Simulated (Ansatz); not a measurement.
# A workflow on C2HF5 (pentafluoroethane)

We compute a series of 14 runs (HF/STO-3G, UHF/STO-3G, HF/3-21G, UHF/3-21G, HF/6-31G*, B3LYP/6-31G*, PBE/def2-SVP) of C2HF5. 

The calculation is run with Ansatz 0.2.0.

**1. The system as given**

The species is C2HF5 (8 atoms), meant as a singlet with charge 0. SMILES: `FC(F)C(F)(F)F`. The coordinates come from a PBE0-D4/def2-TZVP relaxation. The run starts from this shape.

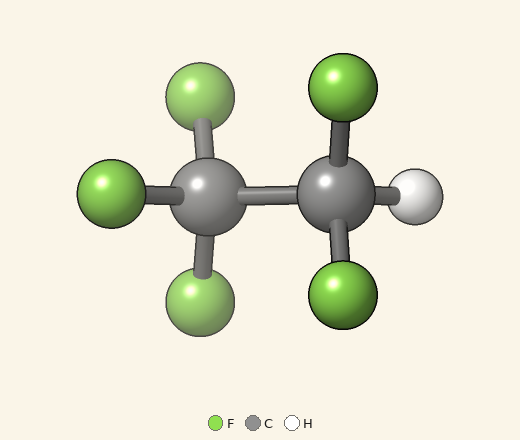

The structure, seen from a chosen angle (fluorine green, carbon grey, hydrogen white).

**2. A geometry optimisation at HF/STO-3G (start density atoms) (run 1)**

Input file in.yaml:

```yaml
crystal:
  periodic: [false, false, false]
  atoms:
    - {symbol: F, position_ang: [1.108900, -0.553860, 1.234420]}
    - {symbol: C, position_ang: [0.191970, -0.710550, 0.267130]}
    - {symbol: F, position_ang: [-0.910270, -1.264250, 0.795780]}
    - {symbol: C, position_ang: [-0.167930, 0.666540, -0.306450]}
    - {symbol: F, position_ang: [0.918210, 1.227580, -0.833280]}
    - {symbol: F, position_ang: [-0.654150, 1.470010, 0.628030]}
    - {symbol: F, position_ang: [-1.077870, 0.524920, -1.267700]}
    - {symbol: H, position_ang: [0.591130, -1.360390, -0.517920]}
basis:
  gaussian:
    orbitals: STO-3G
hamiltonian:
  xc: hf
relax:
  f_tol: 0.002
output:
  orbitals: {seedname: orbitals}
```

Started as:

```sh
$ ansatz run in.yaml --threads 1 --pin off --max-ram 3480MiB --events-out events.jsonl --progress --plain --runs-dir runs
```

The log of the run, shortened:

```text
Warning: RAYON_NUM_THREADS=1 ignored (pool sized by the plan → 1); use --threads N
[...]
Functional definition: HF
  name "HF"
[...]
567 factors; integrals over basis functions are off by at most 7.2e-6 eV
[...]
mean field -15390.08602443 eV, -565.5752296228 hartree, gradient 7.3e-5 eV, S^2 0.000000; 0 other end points of the search recorded, 0 dependent functions left out
[...]
reference -15390.08602443 eV, -565.5752296228 hartree; 29, 29 occupied and 7, 7 virtual orbitals, 567 factors
relax step   1: F+E_penalty+E_count = -15390.08602443 eV  Δ(F+E_penalty+E_count) = +0.000e0 eV  max|allowed force component| = 2.416e0 eV/Å  Δτ_max = 0.0000 Å  (22 SCF iters, accepted)
[...]
relax step   5: F+E_penalty+E_count = -15390.46850955 eV  Δ(F+E_penalty+E_count) = -4.221e-5 eV  max|allowed force component| = 4.701e-3 eV/Å  Δτ_max = 0.0010 Å  (24 SCF iters, accepted)
[...]
relax step   6: F+E_penalty+E_count = -15390.46851408 eV  Δ(F+E_penalty+E_count) = -4.531e-6 eV  max|allowed force component| = 8.901e-4 eV/Å  Δτ_max = 0.0011 Å  (24 SCF iters, accepted)
567 factors; integrals over basis functions are off by at most 6.9e-6 eV
mean field -15390.46851408 eV, -565.5892858583 hartree, gradient 2.5e-5 eV, S^2 0.000000; 1 other end points of the search recorded, 0 dependent functions left out
[...]
reference -15390.46851408 eV, -565.5892858583 hartree; 29, 29 occupied and 7, 7 virtual orbitals, 567 factors
Total energy: -15390.46851408 eV, -565.5892858583 hartree
Atom 0 at     1.141487    -0.594176     1.280395 Å, force     0.000019     0.000188    -0.000125 eV/Å
Atom 1 at     0.199262    -0.744900     0.289165 Å, force     0.000317    -0.000890    -0.000021 eV/Å
Atom 2 at    -0.926171    -1.321674     0.831175 Å, force    -0.000080     0.000148    -0.000161 eV/Å
Atom 3 at    -0.172347     0.691685    -0.326896 Å, force    -0.000095     0.000121     0.000250 eV/Å
Atom 4 at     0.945199     1.274040    -0.868001 Å, force     0.000309     0.000089     0.000076 eV/Å
Atom 5 at    -0.675669     1.524987     0.638125 Å, force     0.000027     0.000057    -0.000185 eV/Å
Atom 6 at    -1.112041     0.549908    -1.315690 Å, force    -0.000310    -0.000126    -0.000047 eV/Å
Atom 7 at     0.600270    -1.379871    -0.528265 Å, force    -0.000186     0.000413     0.000211 eV/Å
Dipole moment:     0.087095    -0.157728    -0.145451 e Å
```

It took 5.1 s on 1 thread of Arm Neoverse V2, shared host; peak memory 0.093 GiB.

Step by step:

```tsv
step	energy from the first frame kept (eV)	largest force (eV/Å)
1	0.0000	3.2033
2	-0.3691	0.6503
3	-0.3822	0.0689
4	-0.3824	0.0301
5	-0.3825	0.0066
6	-0.3825	0.0009
```

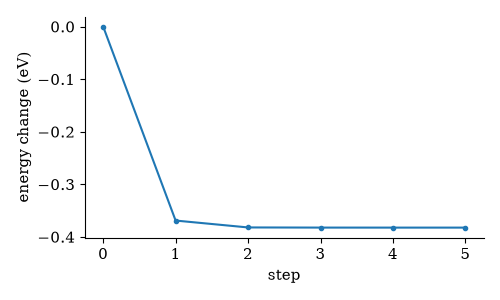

Energy along the run.

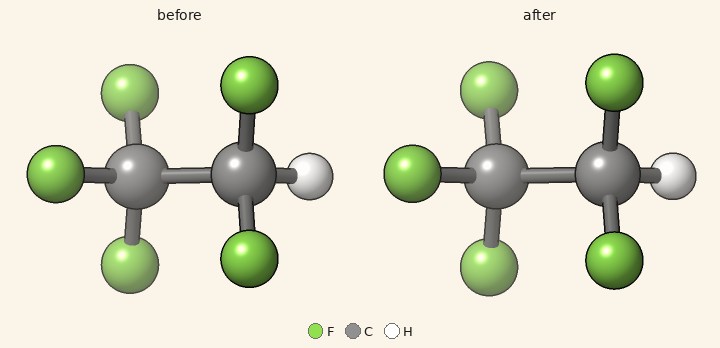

Before and after, at one scale.

After the run. Bond lengths: F1–C2 1.376 Å, C2–F3 1.376 Å, C2–C4 1.607 Å, C4–F5 1.371 Å, C4–F6 1.371 Å, C4–F7 1.371 Å, C2–H8 1.110 Å. Some angles: F1–C2–F3 108.8°, F1–C2–C4 109.7°, F3–C2–C4 109.7°, C2–C4–F5 110.0°, C2–C4–F6 111.0°, C2–C4–F7 110.0°, F5–C4–F6 108.6°, F5–C4–F7 108.5°, F6–C4–F7 108.6°, F1–C2–H8 110.2°.

**3. Vibrational wavenumbers at HF/STO-3G (start density atoms) (run 2)**

Input file job.yaml:

```yaml
crystal:
  periodic: [false, false, false]
  atoms:
    - {symbol: F, position_ang: [1.141487, -0.594176, 1.280395]}
    - {symbol: C, position_ang: [0.199262, -0.744900, 0.289165]}
    - {symbol: F, position_ang: [-0.926171, -1.321674, 0.831175]}
    - {symbol: C, position_ang: [-0.172347, 0.691685, -0.326896]}
    - {symbol: F, position_ang: [0.945199, 1.274040, -0.868001]}
    - {symbol: F, position_ang: [-0.675669, 1.524987, 0.638125]}
    - {symbol: F, position_ang: [-1.112041, 0.549908, -1.315690]}
    - {symbol: H, position_ang: [0.600270, -1.379871, -0.528265]}
basis:
  gaussian: {orbitals: STO-3G}
hamiltonian: {xc: hf}
phonons: {temperatures: {t_min: 298.15, t_max: 298.15, t_step: 1}}
```

Started as:

```sh
$ ansatz run job.yaml --threads 1 --pin off --max-ram 3480MiB --events-out events.jsonl --progress --plain --runs-dir runs
```

The log of the run, shortened:

```text
Warning: RAYON_NUM_THREADS=1 ignored (pool sized by the plan → 1); use --threads N
Functional definition: HF
  name "HF"
[...]
565 factors; integrals over basis functions are off by at most 7.2e-6 eV
[...]
mean field -15390.46850193 eV, -565.5892854118 hartree, gradient 1.1e-5 eV, S^2 0.000000; 0 other end points of the search recorded, 0 dependent functions left out
[...]
reference -15390.46850193 eV, -565.5892854118 hartree; 29, 29 occupied and 7, 7 virtual orbitals, 565 factors
[...]
565 factors; integrals over basis functions are off by at most 7.2e-6 eV
[...]
mean field -15390.46841111 eV, -565.5892820740 hartree, gradient 1.2e-6 eV, S^2 0.000000; 0 other end points of the search recorded, 0 dependent functions left out
[...]
reference -15390.46841111 eV, -565.5892820740 hartree; 29, 29 occupied and 7, 7 virtual orbitals, 565 factors
[...]
565 factors; integrals over basis functions are off by at most 7.2e-6 eV
[...]
Total energy: -15390.46850193 eV, -565.5892854118 hartree
Atom 0 at     1.141487    -0.594176     1.280395 Å, force     0.000029     0.000170    -0.000113 eV/Å
Atom 1 at     0.199262    -0.744900     0.289165 Å, force     0.000289    -0.000850     0.000018 eV/Å
Atom 2 at    -0.926171    -1.321674     0.831175 Å, force    -0.000078     0.000125    -0.000153 eV/Å
Atom 3 at    -0.172347     0.691685    -0.326896 Å, force    -0.000074     0.000174     0.000235 eV/Å
Atom 4 at     0.945199     1.274040    -0.868001 Å, force     0.000298     0.000079     0.000077 eV/Å
Atom 5 at    -0.675669     1.524987     0.638125 Å, force     0.000026     0.000047    -0.000188 eV/Å
Atom 6 at    -1.112041     0.549908    -1.315690 Å, force    -0.000319    -0.000132    -0.000058 eV/Å
Atom 7 at     0.600270    -1.379871    -0.528265 Å, force    -0.000172     0.000387     0.000183 eV/Å
Dipole moment:     0.087095    -0.157728    -0.145451 e Å
Vibrations: 23.73 181.06 223.72 348.89 405.26 499.66 574.93 577.42 725.82 927.79 1294.55 1355.01 1391.95 1494.92 1516.08 1617.15 1626.03 3536.18 cm⁻¹, zero-point energy 1.135705 eV
```

Run time: 29 s. Hardware: 1 thread of Arm Neoverse V2, shared host; peak memory 0.089 GiB.

Runs 3 to 9 aren't shown in full; the table further down has their settings and results.

**4. Vibrational wavenumbers at HF/6-31G(d) (Cartesian functions, start density atoms) (run 10)**

Input file molecule.yaml:

```yaml
basis:
  gaussian: {orbitals: "6-31G*"}
crystal:
  periodic: [false, false, false]
  atoms:
    - {symbol: F, position_ang: [1.097247, -0.541757, 1.220309]}
    - {symbol: C, position_ang: [0.191734, -0.705095, 0.259388]}
    - {symbol: F, position_ang: [-0.904096, -1.246003, 0.785293]}
    - {symbol: C, position_ang: [-0.165286, 0.657569, -0.304127]}
    - {symbol: F, position_ang: [0.907411, 1.216615, -0.824616]}
    - {symbol: F, position_ang: [-0.645668, 1.447948, 0.625418]}
    - {symbol: F, position_ang: [-1.067059, 0.521682, -1.254110]}
    - {symbol: H, position_ang: [0.585706, -1.350959, -0.507546]}
hamiltonian: {xc: hf}
total_charge: 0
phonons: {temperatures: {t_min: 298.15, t_max: 298.15, t_step: 1}}
```

Started as:

```sh
$ ansatz run molecule.yaml --threads 1 --pin off --max-ram 3480MiB --events-out events.jsonl --progress --plain --runs-dir runs
```

The log of the run, shortened:

```text
Warning: RAYON_NUM_THREADS=1 ignored (pool sized by the plan → 1); use --threads N
Functional definition: HF
  name "HF"
[...]
1041 factors; integrals over basis functions are off by at most 2.1e-4 eV
[...]
mean field -15606.16865617 eV, -573.5161198733 hartree, gradient 1.3e-5 eV, S^2 0.000000; 0 other end points of the search recorded, 0 dependent functions left out
[...]
reference -15606.16865617 eV, -573.5161198733 hartree; 29, 29 occupied and 78, 78 virtual orbitals, 1041 factors
[...]
1041 factors; integrals over basis functions are off by at most 2.1e-4 eV
[...]
mean field -15606.16857391 eV, -573.5161168500 hartree, gradient 1.9e-6 eV, S^2 0.000000; 0 other end points of the search recorded, 0 dependent functions left out
[...]
reference -15606.16857391 eV, -573.5161168500 hartree; 29, 29 occupied and 78, 78 virtual orbitals, 1041 factors
[...]
Total energy: -15606.16865617 eV, -573.5161198733 hartree
Atom 0 at     1.097247    -0.541757     1.220309 Å, force     0.000006     0.000035    -0.000012 eV/Å
Atom 1 at     0.191734    -0.705095     0.259388 Å, force    -0.000031     0.000133     0.000044 eV/Å
Atom 2 at    -0.904096    -1.246003     0.785293 Å, force    -0.000050    -0.000011    -0.000078 eV/Å
Atom 3 at    -0.165286     0.657569    -0.304127 Å, force    -0.000101     0.000073     0.000240 eV/Å
Atom 4 at     0.907411     1.216615    -0.824616 Å, force     0.000044     0.000019    -0.000092 eV/Å
Atom 5 at    -0.645668     1.447948     0.625418 Å, force     0.000102    -0.000134    -0.000057 eV/Å
Atom 6 at    -1.067059     0.521682    -1.254110 Å, force    -0.000038    -0.000003    -0.000047 eV/Å
Atom 7 at     0.585706    -1.350959    -0.507546 Å, force     0.000069    -0.000113     0.000001 eV/Å
Dipole moment:     0.127636    -0.222441    -0.227087 e Å
Vibrations: 80.69 225.35 263.05 392.86 454.84 565.35 626.07 637.46 790.91 962.07 1265.82 1309.09 1362.81 1406.23 1482.62 1550.67 1641.19 3354.60 cm⁻¹, zero-point energy 1.138898 eV
```

It took 82 s on 1 thread of Arm Neoverse V2, shared host; peak memory 0.21 GiB.

Runs 11 to 13 aren't shown in full; the table further down has their settings and results.

**5. The harmonic vibrations at PBE/def2-SVP (start density atoms) (run 14)**

Input file job.yaml:

```yaml
basis:
  gaussian: {orbitals: def2-SVP}
crystal:
  periodic: [false, false, false]
  atoms:
    - {symbol: F, position_ang: [1.121324, -0.554997, 1.246349]}
    - {symbol: C, position_ang: [0.192043, -0.714109, 0.272561]}
    - {symbol: F, position_ang: [-0.922839, -1.274278, 0.802080]}
    - {symbol: C, position_ang: [-0.168917, 0.670100, -0.307706]}
    - {symbol: F, position_ang: [0.931134, 1.236534, -0.840789]}
    - {symbol: F, position_ang: [-0.661063, 1.483864, 0.637924]}
    - {symbol: F, position_ang: [-1.089767, 0.525229, -1.280431]}
    - {symbol: H, position_ang: [0.598075, -1.372342, -0.529978]}
total_charge: 0
hamiltonian: {xc: {name: PBE}}
phonons: {temperatures: {t_min: 298.15, t_max: 298.15, t_step: 1}}
```

Started as:

```sh
$ ansatz run job.yaml --threads 1 --pin off --max-ram 3480MiB --events-out events.jsonl --progress --plain --runs-dir runs
```

The log of the run, shortened:

```text
Warning: RAYON_NUM_THREADS=1 ignored (pool sized by the plan → 1); use --threads N
Functional definition: PBE
  name "PBE"
[...]
1114 factors; their error is unknown
[...]
mean field -15647.45153585 eV, -575.0332377189 hartree, gradient 5.0e-5 eV, S^2 0.000000; 0 other end points of the search recorded, 0 dependent functions left out
[...]
reference -15647.45155113 eV, -575.0332382803 hartree; 29, 29 occupied and 74, 74 virtual orbitals, 1114 factors
[...]
1114 factors; their error is unknown
mean field -15647.45147130 eV, -575.0332353466 hartree, gradient 2.6e-6 eV, S^2 0.000000; 0 other end points of the search recorded, 0 dependent functions left out
[...]
reference -15647.45148658 eV, -575.0332359081 hartree; 29, 29 occupied and 74, 74 virtual orbitals, 1114 factors
[...]
1114 factors; their error is unknown
[...]
Total energy: -15647.45155113 eV, -575.0332382803 hartree
Atom 0 at     1.121324    -0.554997     1.246349 Å, force     0.000037     0.000085    -0.000022 eV/Å
Atom 1 at     0.192043    -0.714109     0.272561 Å, force    -0.000117     0.000270     0.000186 eV/Å
Atom 2 at    -0.922839    -1.274278     0.802080 Å, force    -0.000090     0.000006    -0.000092 eV/Å
Atom 3 at    -0.168917     0.670100    -0.307706 Å, force     0.000181    -0.000332    -0.000264 eV/Å
Atom 4 at     0.931134     1.236534    -0.840789 Å, force    -0.000061     0.000049     0.000138 eV/Å
Atom 5 at    -0.661063     1.483864     0.637924 Å, force     0.000016     0.000036     0.000012 eV/Å
Atom 6 at    -1.089767     0.525229    -1.280431 Å, force    -0.000079     0.000059     0.000176 eV/Å
Atom 7 at     0.598075    -1.372342    -0.529978 Å, force     0.000113    -0.000173    -0.000134 eV/Å
Dipole moment:     0.101489    -0.178354    -0.178194 e Å
Vibrations: 62.79 201.04 233.08 351.68 401.58 507.34 565.36 567.13 706.91 848.12 1126.75 1130.75 1173.40 1200.70 1277.55 1338.21 1395.75 2991.73 cm⁻¹, zero-point energy 0.996826 eV
```

Wall time 89 s (1 thread of Arm Neoverse V2, shared host); peak memory 0.13 GiB.

**6. Overview of the runs**

```tsv
run	level	task	walk f tol	partner	energy (Eh)	dipole moment (D)	wall time
1	HF/STO-3G (start density atoms)	optimise	0.002	base	-565.589286	1.11	5.1 s
2	HF/STO-3G (start density atoms)	frequencies	–	base	-565.589285	1.11	29 s
3	UHF/STO-3G (start density atoms)	energy	–	cation	-565.224926	–	2.1 s
4	UHF/STO-3G (start density atoms)	optimise	–	cation	-565.254435	–	25 s
5	HF/3-21G (start density atoms)	optimise	0.002	base	-570.410823	2.01	4.5 s
6	HF/3-21G (start density atoms)	frequencies	–	base	-570.410824	2.01	27 s
7	UHF/3-21G (start density atoms)	energy	–	cation	-569.890258	–	7.5 s
8	UHF/3-21G (start density atoms)	optimise	–	cation	-569.949495	–	43 s
9	HF/6-31G* (Cartesian functions, start density atoms)	optimise	0.002	base	-573.516120	1.65	14 s
10	HF/6-31G* (Cartesian functions, start density atoms)	frequencies	–	base	-573.516120	1.65	82 s
11	B3LYP/6-31G* (Cartesian functions, start density atoms)	optimise	0.002	base	-576.007798	1.36	25 s
12	B3LYP/6-31G* (Cartesian functions, start density atoms)	frequencies	–	base	-576.007798	1.36	2.5 min
13	PBE/def2-SVP (start density atoms)	optimise	0.002	base	-575.033238	1.31	16 s
14	PBE/def2-SVP (start density atoms)	frequencies	–	base	-575.033238	1.31	89 s
```

**7. Summary of results**

| quantity | value |
| --- | --- |
| run 14, PBE/def2-SVP: total energy | -575.03324 Eh |
| run 14, PBE/def2-SVP: dipole moment | 1.31 D |
| run 14, PBE/def2-SVP: largest force on an atom | 0.000 eV/Å |
| run 14, PBE/def2-SVP: lowest harmonic wavenumber | 63 cm⁻¹ |
| run 14, PBE/def2-SVP: highest harmonic wavenumber | 2992 cm⁻¹ |
| run 14, PBE/def2-SVP: zero-point energy | 96.2 kJ/mol |
| vertical ionisation energy (to the doublet cation), HF/STO-3G | 9.915 eV |
| vertical ionisation energy (to the doublet cation), HF/3-21G | 14.165 eV |
| adiabatic ionisation energy (to the doublet cation, no zero-point term), HF/STO-3G | 9.112 eV |
| adiabatic ionisation energy (to the doublet cation, no zero-point term), HF/3-21G | 12.553 eV |

At HF/STO-3G: the vertical ionisation energy comes to 9.91 eV (957 kJ/mol). In a minimal basis such a difference can be off by several eV, whatever the method. At HF/3-21G: removing an electron at fixed nuclei costs 14.17 eV (1367 kJ/mol). At HF/STO-3G: the adiabatic ionisation energy (to the doublet cation, no zero-point term) is 9.11 eV (879 kJ/mol). At HF/3-21G: the adiabatic ionisation energy (to the doublet cation, no zero-point term) is 12.55 eV (1211 kJ/mol). The second species lost a bond as it relaxed, so this leads to another structure. Totals of different functionals can't be ranked against each other. In runs 1, 2, 3, 4 the basis is minimal, so the values are rough. All runs together took 8.7 min, the longest 2.5 min.
